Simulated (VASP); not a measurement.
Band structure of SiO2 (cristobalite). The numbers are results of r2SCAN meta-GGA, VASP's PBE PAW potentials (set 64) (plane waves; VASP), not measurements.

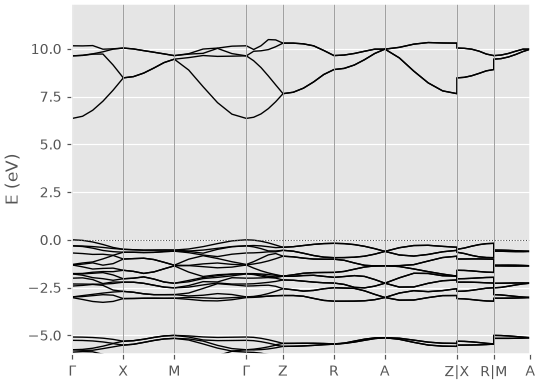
Figure: Bands along high-symmetry lines, zero at the valence-band maximum or, without a gap, the Fermi level

Read the plot: is there a gap, and where are the band edges?

The gap is direct, 6.35 eV, from the valence maximum at Γ to the conduction minimum at Γ.

The compound is SiO2 in the cristobalite structure. It was relaxed first.
